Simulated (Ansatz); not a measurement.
Si (diamond structure), cut as [110] wire, round, centred on channel, 0.73 nm across, Cl-ended

Computed with PBE (plane waves to 420 eV, PAW; Ansatz, a program for electronic structure).

k-points: Γ-centred 1×1×7 mesh; occupations: Fermi-Dirac, 0.020 eV; spin polarisation not allowed. Spin-orbit coupling is left out.

 The relaxation kept the symmetry of its start, so a lower minimum of less symmetry isn't excluded. The period along the axis is held at the bulk value.

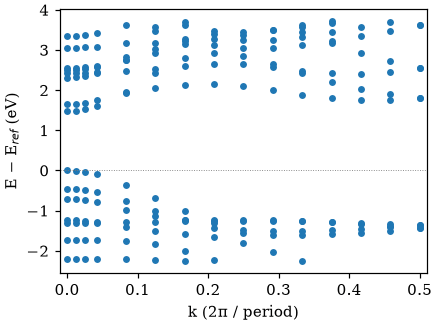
Fig. 1. Levels along the axis at 15 k-points, drawn as points, zero at the top of the valence band

Electronic character: not metallic; Kohn-Sham band gap: 1.47 eV. Only levels within the plotted window are shown.
